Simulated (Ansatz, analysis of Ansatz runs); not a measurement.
# How often does S try the jump in La2PbS4 (I-42d)?

Aim: the prefactor of a hop in La2PbS4 (I-42d) (V_S hop (3.3 Å), charge 0) from the modes of the moving atom at the start and at the top of a path found beforehand. Model: a cell of 56 host atoms with 1 S taken out.

Calculated with Ansatz 0.2.0; plane-wave PAW DFT, PBEsol; finite-difference force constants of the moving atom alone.

**1. The starting structure**

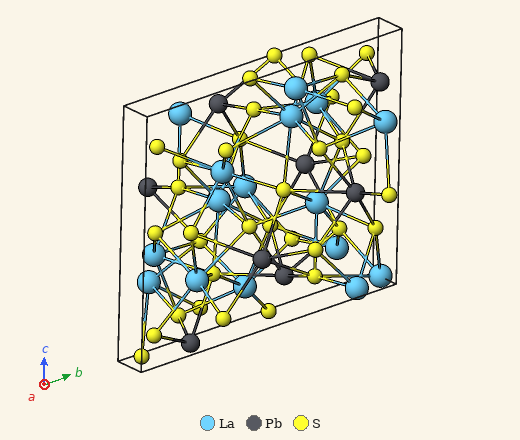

The starting structure, seen slightly off an axis (lanthanum blue, lead dark grey, sulfur yellow). Some periodic images of atoms are drawn too.

The cell holds 55 atoms: 16 La, 8 Pb and 31 S. Its edges and angles: a = 12.256 Å, b = 12.256 Å, c = 12.285 Å, α = 59.9°, β = 59.9°, γ = 60.2°. It derives from La2PbS4 (space group I-42d). Nearest the centre at fractional (0.476, 0.400, 0.351): S39 at 1.39 Å, La7 at 2.49 Å, La2 at 2.60 Å, La15 at 2.79 Å, Pb17 at 3.35 Å, S30 at 3.53 Å, S27 at 3.54 Å, Pb23 at 3.72 Å.

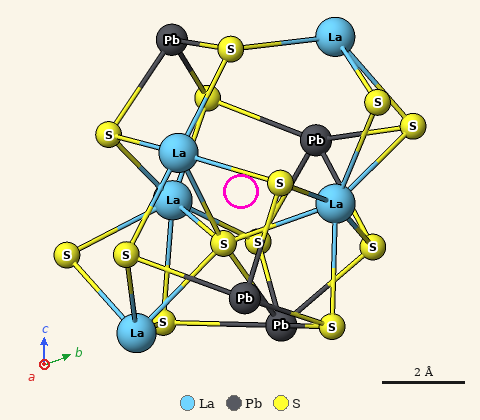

The atoms within 5 Å of the centre. A ring marks the centre wherever it is empty.

The cell's shortest repeat is 12.3 Å.

**2. Vibrations of the moving atom at the start point**

Harmonic transition-state theory takes the prefactor from the modes at the minimum and at the top. Only the moving atom is displaced, by 0.02 Å, which takes six displaced runs and a reference; the host's atoms are held.

Input file q0.start.modes/input.yaml:

```yaml
crystal:
  lattice:
    - [0.0, 8.68700356, 8.64614061]
    - [8.68700356, 0.0, 8.64614061]
    - [8.68700356, 8.68700356, 0.0]
  atoms:
    - { symbol: La, position: [0.11727761, 0.00192473, 0.13181394] }
    - { symbol: La, position: [0.36826392, 0.24796642, 0.37809747] }
    - { symbol: La, position: [0.61662011, 0.50428663, 0.62939721] }
    - { symbol: La, position: [0.8685552, 0.75480922, 0.88087666] }
    - { symbol: La, position: [0.0060568, 0.12101716, 0.7454828] }
    - { symbol: La, position: [0.25499436, 0.36903495, 0.99456907] }
    - { symbol: La, position: [0.50470814, 0.62280887, 0.24648711] }
    - { symbol: La, position: [0.76466117, 0.86269774, 0.48979254] }
    - { symbol: La, position: [0.23967137, 0.63787167, 0.62249558] }
    - { symbol: La, position: [0.49434828, 0.88199967, 0.8689629] }
    - { symbol: La, position: [0.74229447, 0.1345538, 0.12067767] }
    - { symbol: La, position: [0.99552673, 0.38434052, 0.3700931] }
    - { symbol: La, position: [0.13208377, 0.74074818, 0.01141743] }
    - { symbol: La, position: [0.38061802, 0.99542264, 0.25243504] }
    - { symbol: La, position: [0.64237144, 0.23399944, 0.50636983] }
    - { symbol: La, position: [0.88078081, 0.49484221, 0.75331101] }
    - { symbol: Pb, position: [0.16021964, 0.60513243, 0.38686843] }
    - { symbol: Pb, position: [0.37743249, 0.87395454, 0.62566745] }
    - { symbol: Pb, position: [0.629323, 0.12451467, 0.87314253] }
    - { symbol: Pb, position: [0.87680048, 0.37760038, 0.1246624] }
    - { symbol: Pb, position: [0.00414199, -0.00011205, 0.4991782] }
    - { symbol: Pb, position: [0.24956919, 0.24864315, 0.75071997] }
    - { symbol: Pb, position: [0.49944821, 0.50107459, 0.00143542] }
    - { symbol: Pb, position: [0.75049034, 0.75168141, 0.25039707] }
    - { symbol: S, position: [0.2203613, 0.97059764, 0.85654717] }
    - { symbol: S, position: [0.47227633, 0.22225903, 0.10379053] }
    - { symbol: S, position: [0.72012166, 0.47074819, 0.3566682] }
    - { symbol: S, position: [0.97518185, 0.72074244, 0.60405107] }
    - { symbol: S, position: [0.2309777, 0.82853843, 0.34565878] }
    - { symbol: S, position: [0.47810373, 0.08200126, 0.59500323] }
    - { symbol: S, position: [0.73051853, 0.32728209, 0.84370552] }
    - { symbol: S, position: [0.98018219, 0.57695909, 0.09719587] }
    - { symbol: S, position: [0.07231702, 0.48244125, 0.85072656] }
    - { symbol: S, position: [0.32641369, 0.73052241, 0.09936561] }
    - { symbol: S, position: [0.57369917, 0.98046073, 0.35036764] }
    - { symbol: S, position: [0.82682471, 0.22951128, 0.59877764] }
    - { symbol: S, position: [0.0967981, 0.84513392, 0.73626578] }
    - { symbol: S, position: [0.34437015, 0.1002418, 0.97766661] }
    - { symbol: S, position: [0.58085998, 0.35148415, 0.2496725] }
    - { symbol: S, position: [0.83866875, 0.59700418, 0.48020314] }
    - { symbol: S, position: [0.1042694, 0.20220836, 0.22344352] }
    - { symbol: S, position: [0.60541812, 0.70183964, 0.72370727] }
    - { symbol: S, position: [0.84475572, 0.95968236, 0.96911207] }
    - { symbol: S, position: [0.09749501, 0.35105923, 0.57118793] }
    - { symbol: S, position: [0.34722629, 0.59470558, 0.82728871] }
    - { symbol: S, position: [0.5925656, 0.84904836, 0.07205749] }
    - { symbol: S, position: [0.84778618, 0.09617982, 0.32328049] }
    - { symbol: S, position: [0.19793675, 0.10270606, 0.47168996] }
    - { symbol: S, position: [0.43837613, 0.37138741, 0.69432888] }
    - { symbol: S, position: [0.70069226, 0.60306928, 0.97228853] }
    - { symbol: S, position: [0.94075854, 0.86778959, 0.20934606] }
    - { symbol: S, position: [0.22743854, 0.46668442, 0.19875673] }
    - { symbol: S, position: [0.47196836, 0.72041529, 0.4497027] }
    - { symbol: S, position: [0.72604747, 0.96609313, 0.70013459] }
    - { symbol: S, position: [0.97233243, 0.2201826, 0.94972489] }
  symmetry: { detect: false }
basis:
  ecutwfc: 420
  xc_grid: 2
hamiltonian:
  xc: pbesol
kpoints:
  mp_grid: { grid: [1, 1, 1], shift: [0.25, 0.25, 0.25] }
scf:
  occupations: { method: fixed }
  max_iter: 150
phonons:
  supercell: [1, 1, 1]
  displaced_sites: [38]
  amplitude: 0.02
```

Started as:

```console
$ ansatz run input.yaml --threads 32 --pin off --max-ram 84787MiB --backend cuda --events-out ev --progress --plain --runs-dir out --max-vram 78GiB
```

Numbers of over 12 decimals in the logs are rounded to 6 here.

The log of the run:

```text
Engine: ansatz 0.2.0, aarch64-unknown-linux-gnu
[...]
Pseudopotential: La, paw, valence charge 11, recommended cutoff 420 eV (normal), La.paw.azcp
Pseudopotential: Pb, paw, valence charge 14, recommended cutoff 420 eV (normal), Pb.paw.azcp
Pseudopotential: S, paw, valence charge 6, recommended cutoff 420 eV (normal), S.paw.azcp
Functional definition: PBEsol
[...]
Crystal: 55 atoms, lattice volume = 1304.945 Å³
Basis set: ecut = 420 eV, 25557 PW (Γ), exchange–correlation on 180×180×180 points (8 copies of the dense FFT grid, shifted against one another)
Bands: 292, of which v1, the nominal top of the filled ones, is band 237 counted from 1 (236 counted from 0)
[...]
k-points: 1
[...]
Functional: x = pbesol(κ = 0.804, μ = 0.123457), c = pbesol(β = 0.046)
SCF iter   1: F=—  HF=-220146.997855 eV  |F-HF|=—  |Δ(HF+E_count)|=         —  Δρ=6.39e-3  dr2=1.38e0  ethr=1.77e-3  ⟨swp⟩=6.0  Hψ=1104  notcnv=0  defer=48
[...]
SCF iter   2: F=—  HF=-220146.720940 eV  |F-HF|=—  |Δ(HF+E_count)|=   2.77e-1  Δρ=2.69e-3  dr2=1.60e-1  ethr=2.91e-4  ⟨swp⟩=4.0  Hψ=444  notcnv=0  defer=53
[...]
SCF 1 converged in 11 iterations: F = -220146.692152 eV  dr2 = 6.63e-10
[...]
SCF iter   2: F=—  HF=-220146.690241 eV  |F-HF|=—  |Δ(HF+E_count)|=   1.06e-4  Δρ=7.67e-5  dr2=1.16e-4  ethr=6.63e-8  ⟨swp⟩=3.0  Hψ=486  notcnv=0  defer=53
[...]
SCF iter   9: F=-220146.691353 eV  HF=-220146.691353 eV  |F-HF|=2.04e-10  |Δ(HF+E_count)|=  5.82e-11  Δρ=2.06e-8  dr2=1.17e-11  ethr=1.00e-12  ⟨swp⟩=5.0  Hψ=866  notcnv=0
SCF 2 converged in 9 iterations: F = -220146.691353 eV  dr2 = 1.17e-11
[...]
SCF 7 converged in 5 iterations: F = -220146.691041 eV  dr2 = 9.45e-11
SCF converged after 11 iterations
[...]
--- Band table (eV) ---
[...]
--- Phonons: 6 displaced members + reference (amplitude 0.02 Å, Σ member SCF iterations 41) ---
  symmetry images taken by strict's conditions (phonons.symmetry_images: auto; settled by no image being taken that strict refuses)
  force constants formed among 1 of 55 sites (S 38); the other 54 at rest. The modes move the named sites alone.
  the frequencies, the zero-point energy and the sums are of the block with the acoustic sum rule laid on its rows. Row sums over every site: 1.8e-4 eV/Å² at the most
  transpose residual: 8.5e-4 eV/Å²
  largest component of a force at the reference: 4.0e-3 eV/Å on a named site, 1.9e-2 eV/Å on a site at rest
  frequencies among the named sites at Γ of the cell (cm⁻¹): 166.66 183.62 224.56
  unstable modes among the named sites: 0
  frequencies as built, with no sum rule (cm⁻¹): 166.66 183.62 224.56
  zero-point energy: 0.035635 eV/cell   skipped modes (ω ≤ 0): 0
  not written: the harmonic force-constant file, the file of eigenvectors (these modes' are written with the force constants), the density of states and the dispersion, which are of every site
[...]
```

The job ended after 3.7 s (1 × NVIDIA GB200 with 32 threads of Arm Neoverse V2, shared host; peak memory 2.1 GiB; 15 s of CPU time).

Reading the cycles: dr2 is the Hartree energy of the density residual (eV), the measure of convergence; HF is the Harris–Foulkes estimate of the energy, which meets the free energy F at convergence.

This step gave:

```
free energy                : -220146.6922 eV
frequencies of moving atom : 166.7, 183.6, 224.6 cm⁻¹ (negative: imaginary)
```

The three modes are 167, 184 and 225 cm⁻¹: all real, a minimum for this atom with the others held.

**3. Vibrations of the moving atom at the top of the path**

The same at the top, where the mode along the path should be imaginary.

Input file q0.top.modes/input.yaml:

```yaml
crystal:
  lattice:
    - [0.0, 8.68700356, 8.64614061]
    - [8.68700356, 0.0, 8.64614061]
    - [8.68700356, 8.68700356, 0.0]
  atoms:
    - { symbol: La, position: [0.11466847, 0.00478319, 0.13327304] }
    - { symbol: La, position: [0.37127727, 0.23129367, 0.37710005] }
[... 4 atom lines left out ...]
    - { symbol: La, position: [0.50249265, 0.64384557, 0.24826141] }
[... 7 atom lines left out ...]
    - { symbol: La, position: [0.63496956, 0.23894047, 0.51159948] }
[... 1 atom line left out ...]
    - { symbol: Pb, position: [0.16460532, 0.60353901, 0.3883876] }
[... 5 atom lines left out ...]
    - { symbol: Pb, position: [0.50158213, 0.47859269, 0.0359238] }
[... 3 atom lines left out ...]
    - { symbol: S, position: [0.72125728, 0.47279806, 0.35560739] }
[... 2 atom lines left out ...]
    - { symbol: S, position: [0.47961703, 0.07574738, 0.59650794] }
[... 3 atom lines left out ...]
    - { symbol: S, position: [0.32219696, 0.73476019, 0.10498982] }
[... 4 atom lines left out ...]
    - { symbol: S, position: [0.46398038, 0.40801333, 0.34718845] }
[... 7 atom lines left out ...]
    - { symbol: S, position: [0.82644978, 0.11653853, 0.31219314] }
[... 1 atom line left out ...]
    - { symbol: S, position: [0.43648923, 0.37094568, 0.70131282] }
[... 2 atom lines left out ...]
    - { symbol: S, position: [0.2281215, 0.46285824, 0.19856432] }
[... 2 atom lines left out ...]
    - { symbol: S, position: [0.97293933, 0.2200223, 0.94828303] }
  symmetry: { detect: false }
basis:
  ecutwfc: 420
  xc_grid: 2
hamiltonian:
  xc: pbesol
kpoints:
  mp_grid: { grid: [1, 1, 1], shift: [0.25, 0.25, 0.25] }
scf:
  occupations: { method: fixed }
  max_iter: 150
phonons:
  supercell: [1, 1, 1]
  displaced_sites: [38]
  amplitude: 0.02
```

The log of the run:

```text
[...]
Crystal: 55 atoms, lattice volume = 1304.945 Å³
Basis set: ecut = 420 eV, 25557 PW (Γ), exchange–correlation on 180×180×180 points (8 copies of the dense FFT grid, shifted against one another)
Bands: 292, of which v1, the nominal top of the filled ones, is band 237 counted from 1 (236 counted from 0)
[...]
k-points: 1
[...]
SCF iter   2: F=—  HF=-220145.904131 eV  |F-HF|=—  |Δ(HF+E_count)|=   3.34e-1  Δρ=2.95e-3  dr2=2.16e-1  ethr=3.56e-4  ⟨swp⟩=4.0  Hψ=444  notcnv=0  defer=53
[...]
SCF 1 converged in 12 iterations: F = -220145.860709 eV  dr2 = 5.01e-10
[...]
SCF iter   2: F=—  HF=-220145.859212 eV  |F-HF|=—  |Δ(HF+E_count)|=   4.03e-4  Δρ=9.45e-5  dr2=4.16e-4  ethr=5.00e-7  ⟨swp⟩=3.0  Hψ=326  notcnv=0  defer=53
[...]
SCF iter  10: F=-220145.860454 eV  HF=-220145.860454 eV  |F-HF|=0.00e0  |Δ(HF+E_count)|=  5.82e-11  Δρ=2.22e-8  dr2=1.34e-11  ethr=1.00e-12  ⟨swp⟩=5.0  Hψ=865  notcnv=0
[...]
SCF 3 converged in 7 iterations: F = -220145.860405 eV  dr2 = 8.15e-12
[...]
SCF 6 converged in 10 iterations: F = -220145.858530 eV  dr2 = 1.48e-11
[...]
SCF 7 converged in 7 iterations: F = -220145.858686 eV  dr2 = 1.18e-11
SCF converged after 12 iterations
[...]
--- Band table (eV) ---
[...]
transpose residual: 1.8e-3 eV/Å²
[...]
frequencies among the named sites at Γ of the cell (cm⁻¹): -65.20 187.14 324.36
  unstable modes among the named sites: 1
  frequencies as built, with no sum rule (cm⁻¹): -65.21 187.14 324.36
  zero-point energy: 0.031709 eV/cell   skipped modes (ω ≤ 0): 1, of them read as no rigid motion or as one in doubt: 1 (1.000e0 modes/cell left out, lowest -65.20 cm⁻¹)
[...]
```

The job ended after 3.9 s (1 × NVIDIA GB200 with 32 threads; peak memory 2.1 GiB).

Read from the output:

* free energy: -220145.8607 eV
* frequencies of moving atom: -65.20, 187.1, 324.4 cm⁻¹ (negative: imaginary)

The three modes are 65i, 187 and 324 cm⁻¹: one imaginary, a saddle of first order for this atom with the others held.

**4. Attempt frequency and hop rate**

Analysis of the runs above: harmonic transition-state theory from the moving atom's modes alone (Vineyard), PBEsol.

It gives:

```
attempt frequency : 3.394 THz
```

Hop rate against temperature:

```csv
temperature (K),hop rate (1/s)
200,3.8e-9
300,0.0366
400,113
600,3.5e5
800,2.0e7
1000,2.2e8
```

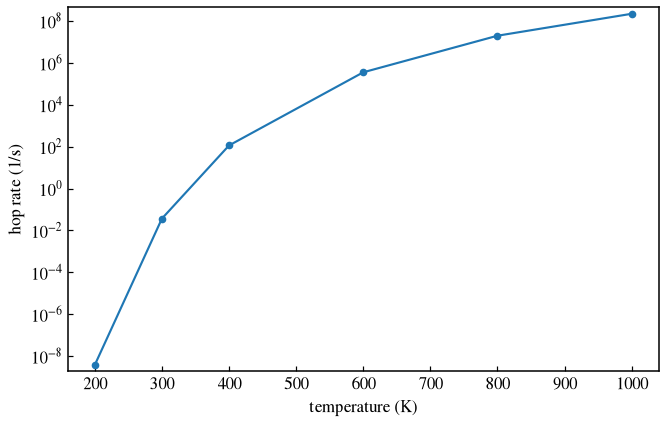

Hop rate against temperature.

**5. What came out**

```
attempt frequency (attempt frequency and hop rate) : 3.39 THz
```

In words: The attempt frequency, the product of the three frequencies at the start over that of the two real ones at the top (Vineyard), is 3.4 THz. With the barrier of 0.83 eV it gives 3.5e+05 hops a second at 600 K along this one path; equivalent neighbouring sites multiply that. The host's atoms were held, though they move along the path too, so the prefactor is rough. Limits: one k-point off the zone centre stands for the whole zone; spin–orbit coupling, which can matter with heavy atoms, is left out.

[Logs are printed without paths, hosts, clocks, repeated set-up lines and the standing remarks that a program may print on its own settings, such as how far it seeks lower states.]

[Hosts, paths, dates, database ids (printed as entryN), source tags and the programs' standing remarks are cut or masked in the printed files.]
